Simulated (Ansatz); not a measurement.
# Decaying states in the gap of SrBiAsO6

A new crystal, SrBiAsO6: structure, gap and complex bands. It is built by putting Bi for part of the As in the SrAs2O6 structure of space group P-31m, with the volume rescaled by atomic radii. The parent structure comes from the Materials Project.

Program: Ansatz 0.2.0. Level of theory: r2SCAN DFT, plane waves, PAW files, in the first sound run; inputs show where later runs differ. Results are calculated unless marked as measured.

The structure was built from a prototype and need not be the compound's stable phase.

## 1. The structure

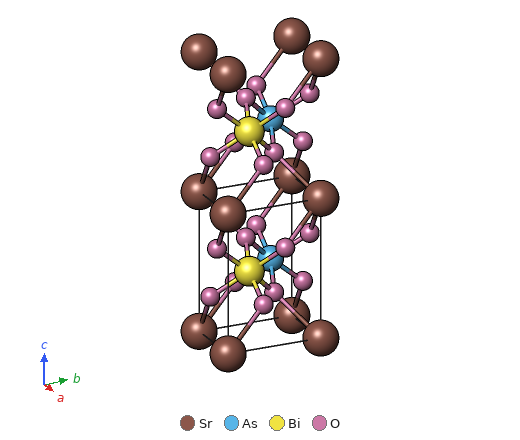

The starting structure, seen slightly off an axis (strontium brown, arsenic blue, bismuth yellow, oxygen pink). 1×1×2 cells are drawn. Some periodic images of atoms are drawn too.

## 2. Relaxing the new crystal

The substituted atoms don't fit the parent's cell, so cell and atoms relax together. A small smearing keeps the run stable in case the gap closes on the way.

File input.yaml:

```yaml
crystal:
  lattice:
    - [4.9913764668, 0.0, 0.0]
    - [-2.4956882334, 4.3226588201, 0.0]
    - [0.0, 0.0, 5.5771934808]
  atoms:
    - { symbol: Sr, position: [0.0, 0.0, 0.0] }
    - { symbol: As, position: [0.3333333333, 0.6666666667, 0.5] }
    - { symbol: Bi, position: [0.6666666667, 0.3333333333, 0.5] }
    - { symbol: O, position: [0.0, 0.61644588, 0.69059964] }
    - { symbol: O, position: [0.0, 0.38355412, 0.30940036] }
    - { symbol: O, position: [0.38355412, 0.38355412, 0.69059964] }
    - { symbol: O, position: [0.61644588, 0.61644588, 0.30940036] }
    - { symbol: O, position: [0.38355412, 0.0, 0.30940036] }
    - { symbol: O, position: [0.61644588, 0.0, 0.69059964] }
kpoints:
  mp_grid: { grid: [6, 6, 4] }
scf:
  occupations: { method: gaussian, width: 0.03 }
hamiltonian:
  xc: r2scan
output:
  forces: true
  stress: true
relax:
  f_tol: 0.02
  max_steps: 60
  cell: {}
```

Command:

```console
> ansatz run input.yaml --threads 2 --pin off --max-ram 4096MiB --backend cpu --events-out ev --progress --plain --runs-dir out
```

Numbers of over 12 decimals in the logs are rounded to 6 here.

Log:

```text
Engine: ansatz 0.2.0, aarch64-unknown-linux-gnu
Pseudopotentials: kind: paw
Pseudopotential: Sr, paw, valence charge 10, recommended cutoff 500 eV (meta_gga), Sr.paw.azcp
Pseudopotential: As, paw, valence charge 15, recommended cutoff 500 eV (meta_gga), As.paw.azcp
Pseudopotential: Bi, paw, valence charge 15, recommended cutoff 500 eV (meta_gga), Bi.paw.azcp
Pseudopotential: O, paw, valence charge 6, recommended cutoff 500 eV (meta_gga), O.paw.azcp
Functional definition: r2SCAN
  parameter k0 = 0.174
  parameter k1 = 0.065
  parameter a1 = 4.9479
  exchange = r2scan_x(k0 = k0, k1 = k1, a1 = a1)
  correlation = r2scan_c
Crystal: 9 atoms, lattice volume = 120.334 Å³
Basis set: ecut = 500 eV, 3051 PW (Γ), exchange–correlation on 160×160×180 points (64 copies of the dense FFT grid, shifted against one another)
Bands: 47, of which v1, the nominal top of the filled ones, is band 38 counted from 1 (37 counted from 0)
Symmetry: 6 space group operations
Space group: P312 (ITA 149), of the structure as read, at distance tolerance 4.9e-5 Å
k-points: 24 of 144 (time reversal used)
Non-local potential: Sr, projectors of the file, l = 0: 3, l = 1: 2, l = 2: 2
Non-local potential: As, projectors of the file, l = 0: 2, l = 1: 2, l = 2: 3, l = 3: 1
Non-local potential: Bi, projectors of the file, l = 0: 2, l = 1: 2, l = 2: 2, l = 3: 2
Non-local potential: O, projectors of the file, l = 0: 2, l = 1: 2, l = 2: 1
PAW form: soft (Blöchl's): semilocal exchange-correlation on the pseudo side does not see the compensation charge
PAW frozen core: Sr, regenerated for the run's functional (the file was generated under x = pbe(κ = 0.804, μ = 0.219515), c = pbe(β = 0.066725))
PAW frozen core: As, regenerated for the run's functional (the file was generated under x = pbe(κ = 0.804, μ = 0.219515), c = pbe(β = 0.066725))
PAW frozen core: Bi, regenerated for the run's functional (the file was generated under x = pbe(κ = 0.804, μ = 0.219515), c = pbe(β = 0.066725))
PAW frozen core: O, regenerated for the run's functional (the file was generated under x = pbe(κ = 0.804, μ = 0.219515), c = pbe(β = 0.066725))
PAW one-centre angular grid: Sr, 302 points (default); XC on 160 Gauss nodes
PAW one-centre angular grid: As, 590 points (default); XC on 160 Gauss nodes
PAW one-centre angular grid: Bi, 590 points (default); XC on 160 Gauss nodes
PAW one-centre angular grid: O, 302 points (default); XC on 160 Gauss nodes
Initial density: superposition of atomic densities (neutral atoms: chi_scale 0, normalization atom), corrected by the library's trained network
Initial wavefunctions: pseudopotential atomic-orbital guess
Functional: x = r2scan, c = r2scan; τ floored in thin density (d = 2e-4 eV/Å³)
SCF iter   1: F=—  HF=-24237.928962 eV  |F-HF|=—  |Δ(HF+E_count)|=         —  Δρ=9.60e-3  dr2=9.44e-2  dr2_τ=6.00e-1  ethr=1.77e-3  ⟨swp⟩=7.8  Hψ=5411  notcnv=0  defer=15
preconditioner: auto → Resta (q_TF=auto, 2.527 Å⁻¹)  ε∞=3.2  [insulator: Δε(μ)=3.532 eV  Ē_g=18.461 eV  σ=0.030 eV  W_gap=1.00  n_scr=28 (ndim 8)  ℏωp=27.1 eV  f_vac=0.129  D(μ)=0.00/eV (n_scr^D=0)  ε∞_Penn≈3.2]
SCF iter   2: F=—  HF=-24238.153829 eV  |F-HF|=—  |Δ(HF+E_count)|=   2.25e-1  Δρ=5.34e-3  dr2=1.63e-2  dr2_τ=2.32e-3  ethr=1.24e-4  ⟨swp⟩=3.1  Hψ=2276  notcnv=0  defer=64
SCF iter   3: F=—  HF=-24238.154586 eV  |F-HF|=—  |Δ(HF+E_count)|=   7.58e-4  Δρ=1.47e-3  dr2=1.68e-3  dr2_τ=2.09e-4  ethr=2.15e-5  ⟨swp⟩=3.0  Hψ=2128  notcnv=0  defer=40
automatic band count: iteration 3 solves 46 bands in place of 47: the levels show a gap, and the empty bands left out lie too high to hold charge; the band table lists the bands solved (type scf.n_extra_bands for more)
SCF iter   4: F=—  HF=-24238.154688 eV  |F-HF|=—  |Δ(HF+E_count)|=   1.02e-4  Δρ=2.61e-4  dr2=7.05e-5  dr2_τ=7.38e-6  ethr=2.21e-6  ⟨swp⟩=3.0  Hψ=2310  notcnv=0  defer=40
SCF iter   5: F=—  HF=-24238.154803 eV  |F-HF|=—  |Δ(HF+E_count)|=   1.15e-4  Δρ=8.61e-5  dr2=1.07e-5  dr2_τ=6.59e-7  ethr=9.27e-8  ⟨swp⟩=2.0  Hψ=1927  notcnv=0  defer=40
SCF iter   6: F=—  HF=-24238.154807 eV  |F-HF|=—  |Δ(HF+E_count)|=   3.52e-6  Δρ=2.44e-5  dr2=1.03e-6  dr2_τ=6.80e-8  ethr=1.41e-8  ⟨swp⟩=2.0  Hψ=1770  notcnv=0  defer=40
SCF iter   7: F=—  HF=-24238.154807 eV  |F-HF|=—  |Δ(HF+E_count)|=   4.98e-7  Δρ=9.58e-6  dr2=1.48e-7  dr2_τ=7.09e-9  ethr=1.36e-9  ⟨swp⟩=2.0  Hψ=1975  notcnv=0  defer=40
SCF iter   8: F=-24238.154807 eV  HF=-24238.154807 eV  |F-HF|=5.06e-9  |Δ(HF+E_count)|=   2.29e-8  Δρ=2.37e-6  dr2=8.26e-9  dr2_τ=7.50e-10  ethr=1.32e-10  ⟨swp⟩=5.0  Hψ=4092  notcnv=0
SCF 1 converged in 8 iterations: F = -24238.154807 eV  dr2 = 8.26e-9
  greatest PAW one-centre occupation: 1.000 electrons in one spin orbital (limit 2), on the As atom at site 1 (counted from 0), in its partial waves of l = 2
relax step   1: F+E_penalty+E_count = -24238.15480741 eV  Δ(F+E_penalty+E_count) = +0.000e0 eV  max|allowed force component| = 5.783e0 eV/Å  Δτ_max = 0.0000 Å  P = +28.608 GPa  Ω = 120.334 Å³  (8 SCF iters, dr2 threshold 1.00e-7 eV, accepted)
Crystal: 9 atoms, lattice volume = 126.787 Å³
Basis set: ecut = 500 eV, 3247 PW (Γ), exchange–correlation on 160×160×180 points (64 copies of the dense FFT grid, shifted against one another)
Initial density: handed on by an earlier stage of this run
Initial wavefunctions: those handed on with the density
iter 1 solved again at ethr=8.05e-4 eV; its pass at ethr=3.10e-3 eV (dr2=6.12e-1 eV) is discarded
SCF iter   1: F=—  HF=-24240.802333 eV  |F-HF|=—  |Δ(HF+E_count)|=         —  Δρ=2.82e-2  dr2=6.13e-1  dr2_τ=6.81e0  ethr=8.05e-4  ⟨swp⟩=1.0  Hψ=6534  notcnv=0
automatic band count: iteration 1 solves 43 bands in place of 47: the levels show a gap, and the empty bands left out lie too high to hold charge; the band table lists the bands solved (type scf.n_extra_bands for more)
preconditioner: auto → Resta (q_TF=auto, 2.505 Å⁻¹)  ε∞=3.6  [insulator: Δε(μ)=2.283 eV  Ē_g=16.228 eV  σ=0.030 eV  W_gap=1.00  n_scr=28 (ndim 8)  ℏωp=26.4 eV  f_vac=0.131  D(μ)=0.00/eV (n_scr^D=0)  ε∞_Penn≈3.6]
SCF iter   2: F=—  HF=-24241.734848 eV  |F-HF|=—  |Δ(HF+E_count)|=   9.33e-1  Δρ=1.33e-2  dr2=7.88e-2  dr2_τ=8.38e-3  ethr=8.05e-4  ⟨swp⟩=3.8  Hψ=1919  notcnv=0
SCF iter   3: F=—  HF=-24241.745728 eV  |F-HF|=—  |Δ(HF+E_count)|=   1.09e-2  Δρ=3.65e-3  dr2=6.70e-3  dr2_τ=7.32e-4  ethr=1.04e-4  ⟨swp⟩=3.4  Hψ=2144  notcnv=0  defer=1
SCF iter   4: F=—  HF=-24241.748319 eV  |F-HF|=—  |Δ(HF+E_count)|=   2.59e-3  Δρ=1.15e-3  dr2=1.08e-3  dr2_τ=1.37e-4  ethr=8.81e-6  ⟨swp⟩=2.4  Hψ=2066  notcnv=0  defer=1
[...]
SCF iter   3: F=—  HF=-24241.805711 eV  |F-HF|=—  |Δ(HF+E_count)|=   8.76e-4  Δρ=9.46e-4  dr2=7.13e-4  dr2_τ=1.22e-4  ethr=7.06e-6  ⟨swp⟩=2.0  Hψ=1547  notcnv=0
SCF iter   4: F=—  HF=-24241.805805 eV  |F-HF|=—  |Δ(HF+E_count)|=   9.38e-5  Δρ=2.49e-4  dr2=7.51e-5  dr2_τ=1.03e-5  ethr=9.39e-7  ⟨swp⟩=2.0  Hψ=1537  notcnv=0
SCF iter   5: F=—  HF=-24241.805836 eV  |F-HF|=—  |Δ(HF+E_count)|=   3.15e-5  Δρ=1.09e-4  dr2=1.32e-5  dr2_τ=8.40e-7  ethr=9.88e-8  ⟨swp⟩=2.1  Hψ=1515  notcnv=0
SCF iter   6: F=-24241.805842 eV  HF=-24241.805842 eV  |F-HF|=5.06e-7  |Δ(HF+E_count)|=   5.96e-6  Δρ=2.45e-5  dr2=7.39e-7  dr2_τ=5.50e-8  ethr=1.18e-9  ⟨swp⟩=4.0  Hψ=4968  notcnv=0
SCF 3 converged in 6 iterations: F = -24241.805842 eV  dr2 = 7.39e-7
relax step   3: F+E_penalty+E_count = -24241.80584183 eV  Δ(F+E_penalty+E_count) = -5.690e-2 eV  max|allowed force component| = 1.566e-1 eV/Å  Δτ_max = 0.0397 Å  P = +0.441 GPa  Ω = 128.530 Å³  energy of the carried Pulay correction = -4.995e-3 eV  (6 SCF iters, dr2 threshold 9.00e-7 eV, accepted)
[...]
relax step   4: F+E_penalty+E_count = -24241.81328973 eV  Δ(F+E_penalty+E_count) = -7.448e-3 eV  max|allowed force component| = 2.127e-2 eV/Å  Δτ_max = 0.0122 Å  P = +0.352 GPa  Ω = 127.742 Å³  energy of the carried Pulay correction = -4.530e-3 eV  (6 SCF iters, dr2 threshold 9.00e-7 eV, accepted)
[...]
relax step   5: F+E_penalty+E_count = -24241.81359176 eV  Δ(F+E_penalty+E_count) = -3.020e-4 eV  max|allowed force component| = 1.345e-2 eV/Å  Δτ_max = 0.0022 Å  P = +0.064 GPa  Ω = 128.094 Å³  energy of the carried Pulay correction = -4.738e-3 eV  (5 SCF iters, dr2 threshold 3.83e-7 eV, accepted)
[...]
relax step   6: F+E_penalty+E_count = -24241.81360528 eV  Δ(F+E_penalty+E_count) = -1.351e-5 eV  max|allowed force component| = 5.060e-3 eV/Å  Δτ_max = 0.0012 Å  P = +0.004 GPa  Ω = 128.117 Å³  energy of the carried Pulay correction = -4.751e-3 eV  (4 SCF iters, dr2 threshold 2.80e-8 eV, accepted)
[...]
relax step   7: F+E_penalty+E_count = -24241.81753108 eV  Δ(F+E_penalty+E_count) = -3.926e-3 eV  max|allowed force component| = 5.329e-3 eV/Å  Δτ_max = 0.0000 Å  P = -0.005 GPa  Ω = 128.117 Å³  stress off target by 6.53e-2 GPa  SCF on the basis re-selected at this cell (its energy is not comparable with the rows above)  (6 SCF iters)
[...]
relax step   8: F+E_penalty+E_count = -24241.81754902 eV  Δ(F+E_penalty+E_count) = -1.794e-5 eV  max|allowed force component| = 2.054e-4 eV/Å  Δτ_max = 0.0000 Å  P = -0.003 GPa  Ω = 128.107 Å³  energy of the carried Pulay correction = +3.849e-6 eV  (4 SCF iters, dr2 threshold 1.07e-8 eV, accepted)
iter 1 solved again at ethr=7.30e-7 eV; its pass at ethr=3.10e-3 eV (dr2=5.55e-4 eV) is discarded
SCF iter   1: F=—  HF=-24241.817559 eV  |F-HF|=—  |Δ(HF+E_count)|=         —  Δρ=5.30e-6  dr2=1.45e-8  dr2_τ=2.33e-9  ethr=7.30e-7  ⟨swp⟩=3.0  Hψ=8742  notcnv=0
eigensolver tolerance schedule: the retry pair's looser diagonalisation over-reported the residual by 38274.22 of it (diagonalisation noise at an unbounded share of the residual, at the tolerance the schedule requests for it); recorded, not acted on — ethr = c·dr2/N_el stays at c = 1.0e-1
preconditioner: auto → Resta (q_TF=auto, 2.501 Å⁻¹)  ε∞=3.2  [insulator: Δε(μ)=2.208 eV  Ē_g=17.643 eV  σ=0.030 eV  W_gap=1.00  n_scr=28 (ndim 8)  ℏωp=26.2 eV  f_vac=0.126  D(μ)=0.00/eV (n_scr^D=0)  ε∞_Penn≈3.2]
SCF iter   2: F=—  HF=-24241.817556 eV  |F-HF|=—  |Δ(HF+E_count)|=   3.39e-6  Δρ=4.25e-6  dr2=1.47e-8  dr2_τ=2.51e-9  ethr=1.91e-11  ⟨swp⟩=4.4  Hψ=3360  notcnv=0
SCF iter   3: F=—  HF=-24241.817556 eV  |F-HF|=—  |Δ(HF+E_count)|=   2.48e-9  Δρ=2.17e-6  dr2=3.15e-9  dr2_τ=2.38e-10  ethr=1.91e-11  ⟨swp⟩=2.9  Hψ=2163  notcnv=0
SCF iter   4: F=—  HF=-24241.817556 eV  |F-HF|=—  |Δ(HF+E_count)|=   1.23e-9  Δρ=9.85e-7  dr2=8.97e-10  dr2_τ=1.10e-10  ethr=4.14e-12  ⟨swp⟩=2.0  Hψ=2040  notcnv=0
SCF iter   5: F=—  HF=-24241.817556 eV  |F-HF|=—  |Δ(HF+E_count)|=  1.16e-10  Δρ=5.17e-7  dr2=2.48e-10  dr2_τ=1.69e-11  ethr=1.18e-12  ⟨swp⟩=3.0  Hψ=1700  notcnv=0
SCF iter   6: F=-24241.817556 eV  HF=-24241.817556 eV  |F-HF|=4.00e-11  |Δ(HF+E_count)|=  5.82e-11  Δρ=2.31e-7  dr2=4.62e-11  dr2_τ=3.88e-12  ethr=1.00e-12  ⟨swp⟩=5.0  Hψ=3675  notcnv=0
SCF 9 converged in 6 iterations: F = -24241.817556 eV  dr2 = 4.62e-11
relax step   9: F+E_penalty+E_count = -24241.81755565 eV  Δ(F+E_penalty+E_count) = -6.635e-6 eV  max|allowed force component| = 1.949e-4 eV/Å  Δτ_max = 0.0000 Å  P = -0.003 GPa  Ω = 128.107 Å³  stress off target by 3.84e-3 GPa  SCF on the basis re-selected at this cell (its energy is not comparable with the rows above)  (6 SCF iters)
basis re-selected at this cell: Δ(F+E_penalty+E_count) = -6.635e-6 eV, ΔP = -0.000 GPa vs the last step (what re-selecting the basis moved, of the pressure what is left beyond the Pulay correction that the steps carried, after the strain that the cell walked since its last selection, with what the two solves' SCF thresholds leave and, on support functions, any second-order correction that the steps lacked; it is no m [...]
SCF converged after 6 iterations
Free energy (F): -24241.817556 eV
Harris-Foulkes:  -24241.817556 eV  (|F-HF|=4.00e-11)
Internal energy: -24241.817556 eV  (E = F + TS)
E sigma→0 (E₀):  -24241.817556 eV
Fermi energy:    7.390420 eV
--- Per-component energies (eV) ---
  E_band       = -578.881495
  E_kinetic    = 1709.779579
  E_local      = -7365.627691  (includes V_loc(G=0)·N_el)
  E_nonlocal   = 398.729968
  E_hartree    = 3013.004108
  E_xc         = -813.016615
  E_vxc        = -1045.807658  (∫ρ·V_xc dr)
  E_paw        = -16230.758622  (= ΣΔE_a)
  E_vpaw       = -367.623651  (= ΣTr[D̂ρ^β])
  E_aug_tail   = 0.005309  (compensation charges beyond the density's cutoff)
  E_vtau       = 65.654594  (kinetic-family band-sum trace: ∫τ·v_τ [+ j·A + Jᵃ·Aᵃ] dr)
  E_ewald      = -4953.014050
  E_core_change = -0.919543  (= ΣΔE_core)
  E_smearing   = -0.000000  (= −TS)
  E_closure    = 0.000000  (closes the sum)
  Σ components = -24241.817556   (vs F -24241.817556, Δ=0.00e0)
--- Forces (eV/Å), atoms counted from 1 ---
  atom   1  Sr     0.00000000     0.00000000     0.00000000
  atom   2  As     0.00000000     0.00000000     0.00000000
  atom   3  Bi     0.00000000    -0.00000000    -0.00000000
  atom   4  O     -0.00018897     0.00006258     0.00013403
  atom   5  O     -0.00004029    -0.00019495    -0.00013403
  atom   6  O      0.00004029    -0.00019495     0.00013403
  atom   7  O      0.00018897     0.00006258    -0.00013403
  atom   8  O     -0.00014869     0.00013236    -0.00013403
  atom   9  O      0.00014869     0.00013236     0.00013403
  max |Σ_I F_I| component: 1.23e-16 eV/Å
--- Stress (GPa, compression-positive) ---
       -0.003836      -0.000000       0.000000
       -0.000000      -0.003836       0.000000
        0.000000       0.000000      -0.001506
  P = ⅓ Tr σ = -0.0031 GPa (-0.031 kbar)
--- Relaxed structure (7 steps of the walk, 7 accepted, 2 SCFs on fresh bases) ---
  F+E_penalty+E_count = -24241.81755565 eV   max|allowed force component| = 1.949e-4 eV/Å   (the final SCF, on the basis selected at the relaxed cell)
  cell:  # Å, volume = 128.1072 Å³
    - [5.242870, 0, 0]
    - [-2.621435, 4.540459, 0]
    - [0, 0, 5.381517]
  atoms:
    - { symbol: Sr, position: [7.227616998247813e-19, 7.120454398265242e-19, 0] }
    - { symbol: As, position: [0.333333, 0.666667, 0.5] }
    - { symbol: Bi, position: [0.666667, 0.333333, 0.5] }
    - { symbol: O, position: [0.035730, 0.641876, 0.702114] }
    - { symbol: O, position: [0.035730, 0.393854, 0.297886] }
    - { symbol: O, position: [0.358124, 0.393854, 0.702114] }
    - { symbol: O, position: [0.606146, 0.641876, 0.297886] }
    - { symbol: O, position: [0.358124, -0.035730, 0.297886] }
    - { symbol: O, position: [0.606146, -0.035730, 0.702114] }
```

Elapsed: 89 s, on 2 threads of Arm Neoverse V2, shared host; peak memory 0.71 GiB.

Relaxation path:

```
step  energy less that of the first step (eV)  largest force component (eV/Å)  pressure (GPa)  volume (Å³)
   1                                   0.0000                          5.7832           28.61       120.33
   2                                  -3.5941                          0.5863            1.79       126.79
   3                                  -3.6510                          0.1566            0.44       128.53
   4                                  -3.6585                          0.0213            0.35       127.74
   5                                  -3.6588                          0.0135            0.06       128.09
   6                                  -3.6588                          0.0051            0.00       128.12
  7*                                  -3.6627                          0.0053           -0.01       128.12
   8                                  -3.6627                          0.0002            0.00       128.11
  9*                                  -3.6627                          0.0002            0.00       128.11
```

Relaxation steps marked * repeat the geometry before them on a plane-wave basis chosen anew for their cell, so energy and pressure can jump there.

The run keeps the 6 symmetry operations that it works with, so distortions that break them were not tested.

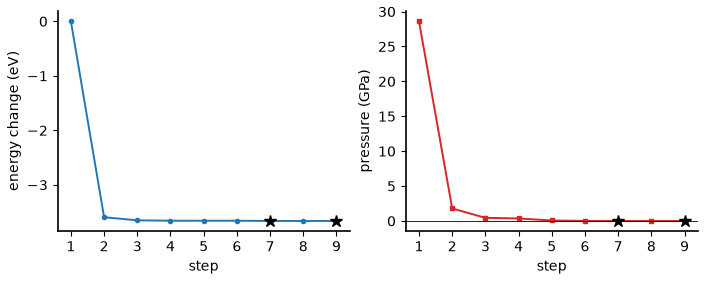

Energy and pressure along the relaxation. Stars mark steps on a basis chosen anew.

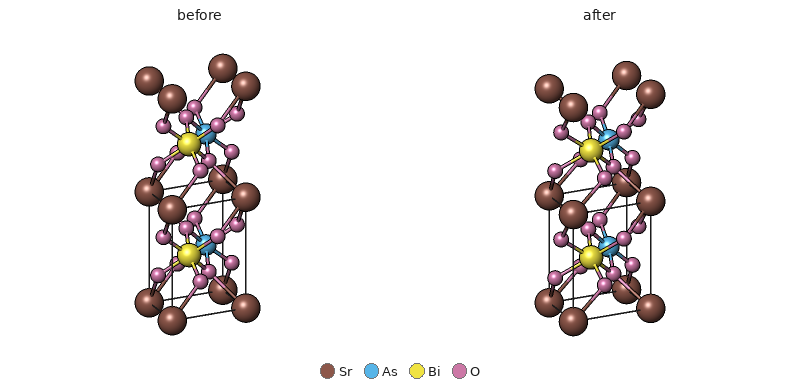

The structure before and after the relaxation, drawn at the same scale.

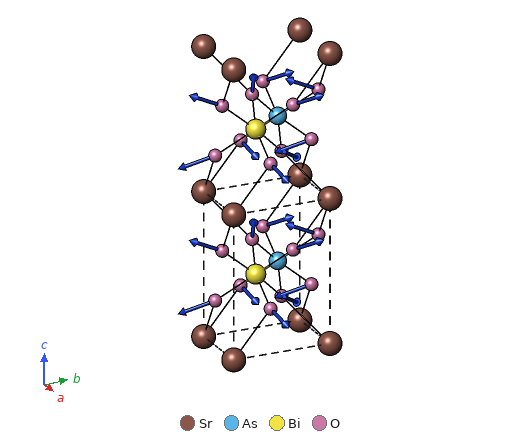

Displacements in the relaxation, exaggerated, measured against the changing cell; the longest in the cell stands for 0.18 Å. 1×1×2 cells are drawn. Some periodic images of atoms are drawn too.

```
conventional cell, symmetrised  before  after  change
                         a (Å)   4.991  5.243  +5.0 %
                         b (Å)   4.991  5.243  +5.0 %
                         c (Å)   5.577  5.382  -3.5 %
              volume (Å³/atom)   13.37  14.23  +6.5 %
```

The atoms that moved most (Å, as changes of fractional coordinates times the final cell):

```
atom      dx      dy      dz  length
  O9   0.040  -0.162   0.062   0.178
  O8  -0.040  -0.162  -0.062   0.178
  O5   0.160   0.047  -0.062   0.178
  O7  -0.121   0.115  -0.062   0.178
  O6  -0.160   0.047   0.062   0.178
  O4   0.121   0.115   0.062   0.178
```

The relaxed structure:

```cif
data_structure
_symmetry_space_group_name_H-M 'P 1'
_symmetry_Int_Tables_number 1
_cell_length_a 5.2429
_cell_length_b 5.2429
_cell_length_c 5.3815
_cell_angle_alpha 90.000
_cell_angle_beta 90.000
_cell_angle_gamma 120.000
_cell_volume 128.11
loop_
_atom_site_label
_atom_site_type_symbol
_atom_site_fract_x
_atom_site_fract_y
_atom_site_fract_z
_atom_site_occupancy
Sr1 Sr 0.00000 0.00000 0.00000 1
As2 As 0.33333 0.66667 0.50000 1
Bi3 Bi 0.66667 0.33333 0.50000 1
O4 O 0.03573 0.64188 0.70211 1
O5 O 0.03573 0.39385 0.29789 1
O6 O 0.35812 0.39385 0.70211 1
O7 O 0.60615 0.64188 0.29789 1
O8 O 0.35812 0.96427 0.29789 1
O9 O 0.60615 0.96427 0.70211 1
```

Numbers from this step:

```yaml
free_energy: -24241.8176 eV
fermi_energy: 7.390 eV
pressure: -0.003059 GPa
```

The largest force component on a free atom ends at 1.9e-4 eV/Å.

(Part 1 of 3 ends here.)

[Logs are printed without paths, hosts, clocks, repeated set-up lines and the standing remarks that a program may print on its own settings, such as how far it seeks lower states.]

[Hosts, paths, dates, database ids (printed as entryN), source tags and the programs' standing remarks are cut or masked in the printed files.]

[New means built here by substitution; the compound itself may be known and measured.]
